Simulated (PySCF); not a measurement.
# One shape, several levels: C2H5InS (SMILES [CH3][In]1[CH2][S]1)

Aim: a comparison of 6 runs (HF/def2-SVP, TPSS/3-21G, BLYP/def2-SVP, PBE0/def2-SVP, BLYP/def2-SVPD, BP86/def2-SVPD) of C2H5InS. The job is set up through a Python script.

Program for the calculation: PySCF 2.14.0.

## Step 1: The structure to begin with

C2H5InS has 9 atoms, charge 0, and is taken as a singlet. SMILES: `[CH3][In]1[CH2][S]1`. The shape comes from GFN2-xTB, which is rough for such elements, and wasn't checked as a minimum.

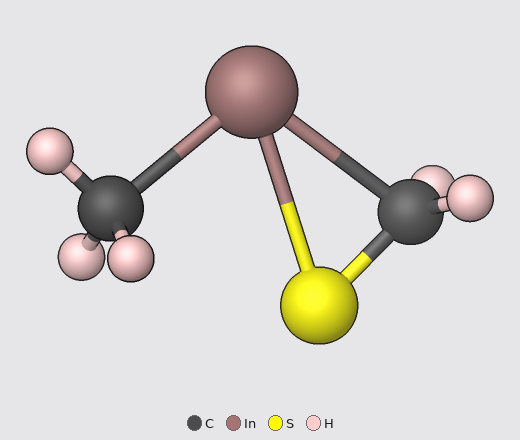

The structure, seen from a chosen angle (carbon dark grey, indium brown, sulfur yellow, hydrogen pink).

## Step 2: Energy and gradient at HF/def2-SVP (core potential) (run 1)

File geometry.xyz:

```xyz
9
C2H5InS
C     -0.755830     1.667210     0.270080
In     0.946090     0.557540    -0.959850
C      0.830820    -1.923150    -0.264810
S     -0.497190    -1.359730     0.560970
H     -1.764400     1.365080     0.006470
H     -0.614100     1.581750     1.343020
H     -0.588230     2.700200    -0.039840
H      0.694560    -2.465630    -1.194820
H      1.748280    -2.123270     0.278790
```

File input.py:

```python
from pyscf import gto, scf

molecule = gto.M(
    atom='geometry.xyz',
    max_memory=1860,
    basis='def2-svp',
    ecp={'In': 'def2-svp'},
    verbose=4,
)

hf = scf.RHF(molecule)
hf.conv_tol = 1e-10
hf.kernel()
if not hf.converged:
    hf = hf.newton().run(hf.mo_coeff, hf.mo_occ)

e_tot = hf.e_tot
print('Final energy', e_tot)
grad = hf.nuc_grad_method().kernel()
hf.analyze()
```

The run is started by

```console
$ OMP_NUM_THREADS=1 python input.py
```

The program printed:

```text
PySCF version 2.14.0

[... 90 lines left out ...]
Two-electron Energy =                  545.034651846176985
[... 10 lines left out ...]
MO #7   energy= -6.63700267721992  occ= 2
[... 8 lines left out ...]
MO #16  energy= -0.998520611710567 occ= 2
[... 8 lines left out ...]
MO #25  energy= -0.357338229194139 occ= 2
[... 8 lines left out ...]
MO #34  energy= 0.239842604609058  occ= 0
[... 8 lines left out ...]
MO #43  energy= 0.491238627876257  occ= 0
[... 8 lines left out ...]
MO #52  energy= 0.759551667662512  occ= 0
[... 8 lines left out ...]
MO #61  energy= 0.998063815002452  occ= 0
[... 8 lines left out ...]
MO #70  energy= 1.47623919448625   occ= 0
[... 8 lines left out ...]
MO #79  energy= 2.16824017488272   occ= 0
[... 8 lines left out ...]
MO #88  energy= 2.79366291893137   occ= 0
[... 8 lines left out ...]
MO #97  energy= 61.6948892693736   occ= 0
[... 70 lines left out ...]
pop of  3 S 3dyz          0.00416
pop of  3 S 3dz^2         0.00234
pop of  3 S 3dxz          0.00970
pop of  3 S 3dx2-y2       0.00502
pop of  4 H 1s            0.89889
pop of  4 H 2s            0.00876
pop of  4 H 2px           0.00179
pop of  4 H 2py           0.00056
pop of  4 H 2pz           0.00026
pop of  5 H 1s            0.89865
pop of  5 H 2s            0.00924
pop of  5 H 2px           0.00041
pop of  5 H 2py           0.00046
pop of  5 H 2pz           0.00203
pop of  6 H 1s            0.91778
pop of  6 H 2s            0.00930
pop of  6 H 2px           0.00067
pop of  6 H 2py           0.00161
pop of  6 H 2pz           0.00061
pop of  7 H 1s            0.86292
pop of  7 H 2s            0.01423
pop of  7 H 2px           0.00018
pop of  7 H 2py           0.00090
pop of  7 H 2pz           0.00173
pop of  8 H 1s            0.86440
pop of  8 H 2s            0.01311
pop of  8 H 2px           0.00167
pop of  8 H 2py           0.00048
pop of  8 H 2pz           0.00083
 ** Mulliken atomic charges  **
charge of    0C =     -0.89161
charge of    1In =      1.01633
charge of    2C =     -0.37404
charge of    3S =     -0.23919
charge of    4H =      0.08973
charge of    5H =      0.08920
charge of    6H =      0.07002
charge of    7H =      0.12004
charge of    8H =      0.11951
Dipole moment(X, Y, Z, Debye):  1.22680, -0.75273, -0.74674
```

Wall time 12 s (1 thread of Intel Xeon at 2.70GHz, shared host); peak memory 0.2 GiB.

## Step 3: Energy and gradient at TPSS/3-21G (run 2)

File calc.py:

```python
# [CH3][In]1[CH2][S]1
from pyscf import gto, dft

system = gto.M(
    atom='''
C     -0.755830     1.667210     0.270080
In     0.946090     0.557540    -0.959850
C      0.830820    -1.923150    -0.264810
S     -0.497190    -1.359730     0.560970
H     -1.764400     1.365080     0.006470
H     -0.614100     1.581750     1.343020
H     -0.588230     2.700200    -0.039840
H      0.694560    -2.465630    -1.194820
H      1.748280    -2.123270     0.278790
''',
    verbose=3,
    basis='3-21g',
    max_memory=1860,
)

ks = dft.RKS(system)
ks.xc = 'tpss'
ks.conv_tol = 1e-10
ks.grids.level = 5
ks.kernel()
if not ks.converged:
    ks = ks.newton().run(ks.mo_coeff, ks.mo_occ)

etot = ks.e_tot
print(f'total energy: {etot:.8f} hartree')
grad = ks.nuc_grad_method().kernel()
dip = ks.dip_moment()
pop, q = ks.mulliken_pop()
```

The run is started by

```console
$ OMP_NUM_THREADS=1 python calc.py
```

The program printed:

```text
converged SCF energy = -6191.91495813083
total energy: -6191.91495813 hartree
--------------- RKS gradients ---------------
         x                y                z
0 C    -0.0130360127     0.0004567080     0.0108844079
1 In     0.0100607030     0.0035187717    -0.0102438239
2 C    -0.0385142382     0.0093628923     0.0263532173
3 S     0.0494384631    -0.0163125053    -0.0321982123
4 H     0.0049861241     0.0046818698     0.0040539418
5 H    -0.0036393327     0.0029475749    -0.0063303457
6 H     0.0003832009    -0.0063498954     0.0010325243
7 H    -0.0032767245     0.0009576466     0.0050950382
8 H    -0.0064026215     0.0007281352     0.0013502595
----------------------------------------------
Dipole moment(X, Y, Z, Debye):  1.34343,  1.08927, -1.21767
 ** Mulliken pop  **
pop of  0 C 1s            1.98574
pop of  0 C 2s            0.36728
pop of  0 C 3s            1.17367
pop of  0 C 2px           0.52212
pop of  0 C 2py           0.52348
pop of  0 C 2pz           0.53711
pop of  0 C 3px           0.59789
pop of  0 C 3py           0.56644
pop of  0 C 3pz           0.56921
pop of  1 In 1s           1.99993
pop of  1 In 2s           1.99989
pop of  1 In 3s           1.99692
pop of  1 In 4s           1.99946
pop of  1 In 5s           1.03811
pop of  1 In 6s           0.68141
pop of  1 In 2px          1.99949
pop of  1 In 2py          1.99946
pop of  1 In 2pz          1.99948
pop of  1 In 3px          1.99784
pop of  1 In 3py          1.99772
pop of  1 In 3pz          1.99778
pop of  1 In 4px          1.97890
pop of  1 In 4py          1.97818
pop of  1 In 4pz          1.97736
pop of  1 In 5px          0.25745
pop of  1 In 5py          0.22540
pop of  1 In 5pz          0.16914
pop of  1 In 6px          0.10587
pop of  1 In 6py          0.05604
pop of  1 In 6pz          0.06533
pop of  1 In 3dxy         1.99929
pop of  1 In 3dyz         1.99944
pop of  1 In 3dz^2        1.99972
pop of  1 In 3dxz         1.99918
pop of  1 In 3dx2-y2      1.99941
pop of  1 In 4dxy         1.99304
pop of  1 In 4dyz         1.99514
pop of  1 In 4dz^2        1.99709
pop of  1 In 4dxz         1.99239
pop of  1 In 4dx2-y2      1.99461
pop of  2 C 1s            1.98662
pop of  2 C 2s            0.38026
pop of  2 C 3s            1.20207
pop of  2 C 2px           0.56174
pop of  2 C 2py           0.44570
pop of  2 C 2pz           0.55840
pop of  2 C 3px           0.52850
pop of  2 C 3py           0.60912
pop of  2 C 3pz           0.59030
pop of  3 S 1s            1.99858
pop of  3 S 2s            1.95877
pop of  3 S 3s            1.04380
pop of  3 S 4s            0.93011
pop of  3 S 2px           1.95719
pop of  3 S 2py           1.95461
pop of  3 S 2pz           1.96043
pop of  3 S 3px           0.81082
pop of  3 S 3py           0.73540
pop of  3 S 3pz           0.89103
pop of  3 S 4px           0.42990
pop of  3 S 4py           0.57370
pop of  3 S 4pz           0.71215
pop of  4 H 1s            0.47378
pop of  4 H 2s            0.30608
pop of  5 H 1s            0.47365
pop of  5 H 2s            0.30518
pop of  6 H 1s            0.47672
pop of  6 H 2s            0.32622
pop of  7 H 1s            0.47425
pop of  7 H 2s            0.26794
pop of  8 H 1s            0.47477
pop of  8 H 2s            0.26879
 ** Mulliken atomic charges  **
charge of    0C =     -0.84295
charge of    1In =      0.50953
charge of    2C =     -0.86271
charge of    3S =      0.04350
charge of    4H =      0.22014
charge of    5H =      0.22117
charge of    6H =      0.19705
charge of    7H =      0.25781
charge of    8H =      0.25645
```

Wall time 48 s (1 thread of Intel Xeon at 2.70GHz, shared host); peak memory 0.71 GiB.

Runs 3 to 5 aren't shown in full; the table further down has their settings and results.

## Step 4: Energy and gradient at BP86/def2-SVPD (core potential) (run 6)

File input.py:

```python
import pyscf.grad
from pyscf import gto, dft

mol = gto.Mole()
mol.atom = '''
C     -0.755830     1.667210     0.270080
In     0.946090     0.557540    -0.959850
C      0.830820    -1.923150    -0.264810
S     -0.497190    -1.359730     0.560970
H     -1.764400     1.365080     0.006470
H     -0.614100     1.581750     1.343020
H     -0.588230     2.700200    -0.039840
H      0.694560    -2.465630    -1.194820
H      1.748280    -2.123270     0.278790
'''
mol.charge = 0
mol.basis = 'def2-svpd'
mol.max_memory = 1860
mol.ecp = {'In': 'def2-svp'}
mol.verbose = 4
mol.build()

mf = dft.RKS(mol, xc='bp86')
mf.grids.level = 5
mf.conv_tol = 1e-10
mf.kernel()
if not mf.converged:
    mf = mf.newton().run(mf.mo_coeff, mf.mo_occ)

e_final = mf.e_tot
print('E(%s) = %.9f' % ('BP86', e_final))
grad = mf.Gradients().kernel()
mf.analyze()
```

The run is started by

```console
$ OMP_NUM_THREADS=1 python input.py
```

The program printed:

```text
PySCF version 2.14.0

[... 106 lines left out ...]
Nuclear Repulsion Energy =             221.956418850610191
[... 14 lines left out ...]
MO #9   energy= -2.91991511875609  occ= 2
[... 12 lines left out ...]
MO #22  energy= -0.357008543964055 occ= 2
[... 12 lines left out ...]
MO #35  energy= 0.051095524359373  occ= 0
[... 12 lines left out ...]
MO #48  energy= 0.162709176178082  occ= 0
[... 12 lines left out ...]
MO #61  energy= 0.312788891216346  occ= 0
[... 12 lines left out ...]
MO #74  energy= 0.403728693892189  occ= 0
[... 12 lines left out ...]
MO #87  energy= 0.607032874559946  occ= 0
[... 12 lines left out ...]
MO #100 energy= 0.926407738291889  occ= 0
[... 12 lines left out ...]
MO #113 energy= 1.53622819203682   occ= 0
[... 12 lines left out ...]
MO #126 energy= 2.19814062038947   occ= 0
[... 12 lines left out ...]
MO #139 energy= 61.2493524789472   occ= 0
[... 112 lines left out ...]
pop of  5 H 2py           0.00120
pop of  5 H 2pz           0.00185
pop of  5 H 3px           0.00269
pop of  5 H 3py           0.00149
pop of  5 H 3pz           0.00375
pop of  6 H 1s            0.89073
pop of  6 H 2s            0.00709
pop of  6 H 2px           0.00181
pop of  6 H 2py           0.00244
pop of  6 H 2pz           0.00109
pop of  6 H 3px           0.00337
pop of  6 H 3py           0.00429
pop of  6 H 3pz           0.00182
pop of  7 H 1s            0.86975
pop of  7 H 2s            0.00808
pop of  7 H 2px           0.00077
pop of  7 H 2py           0.00195
pop of  7 H 2pz           0.00119
pop of  7 H 3px           0.00133
pop of  7 H 3py           0.00441
pop of  7 H 3pz           0.00092
pop of  8 H 1s            0.87028
pop of  8 H 2s            0.00772
pop of  8 H 2px           0.00123
pop of  8 H 2py           0.00152
pop of  8 H 2pz           0.00098
pop of  8 H 3px           0.00113
pop of  8 H 3py           0.00246
pop of  8 H 3pz           0.00154
 ** Mulliken atomic charges  **
charge of    0C =     -0.86846
charge of    1In =      1.12096
charge of    2C =     -0.51431
charge of    3S =     -0.26740
charge of    4H =      0.10888
charge of    5H =      0.10821
charge of    6H =      0.08737
charge of    7H =      0.11160
charge of    8H =      0.11316
Dipole moment(X, Y, Z, Debye):  1.47437,  0.70037, -1.23358
```

It took 1.8 min on 1 thread of Intel Xeon at 2.70GHz, shared host; peak memory 1.5 GiB.

## Step 5: All runs side by side

```
run                            level  core potential  integration grid   energy (Eh)  dipole moment (D)  HOMO energy (eV)  LUMO energy (eV)  wall time
  1     HF/def2-SVP (core potential)        def2-svp                 –   -665.128765               1.62             -7.29              0.40       12 s
  2                       TPSS/3-21G               –                 5  -6191.914958               2.12             -5.02             -3.02       48 s
  3   BLYP/def2-SVP (core potential)        def2-svp                 5   -667.226841               1.46             -4.90             -2.92       55 s
  4   PBE0/def2-SVP (core potential)        def2-svp                 5   -667.074859               1.66             -5.90             -2.47       49 s
  5  BLYP/def2-SVPD (core potential)        def2-svp                 5   -667.242032               2.06             -5.13             -3.15    1.9 min
  6  BP86/def2-SVPD (core potential)        def2-svp                 5   -667.491674               2.05             -5.38             -3.37    1.8 min
```

## Step 6: Summary of results

```
                       quantity          value
            run 6: total energy  -667.49167 Eh
           run 6: dipole moment         2.05 D
             run 6: HOMO energy       -5.38 eV
             run 6: LUMO energy       -3.37 eV
           run 6: HOMO–LUMO gap        2.02 eV
run 6: largest force on an atom     1.155 eV/Å
```

**Reading.** The dipole moment (its size) runs from 1.46 D (BLYP/def2-SVP) to 2.12 D (TPSS/3-21G). The two ends differ in method and basis and core potential. The HOMO–LUMO gap runs from 1.98 eV (BLYP/def2-SVPD) to 7.69 eV (HF/def2-SVP). The two ends differ in method and basis. Totals of different functionals can't be ranked against each other. Some runs of one species differ in core potentials or relativity; totals across that change don't compare. In run 2 relativity is left out where basis or elements ask for it. All runs together took 6.4 min, the longest 1.9 min.
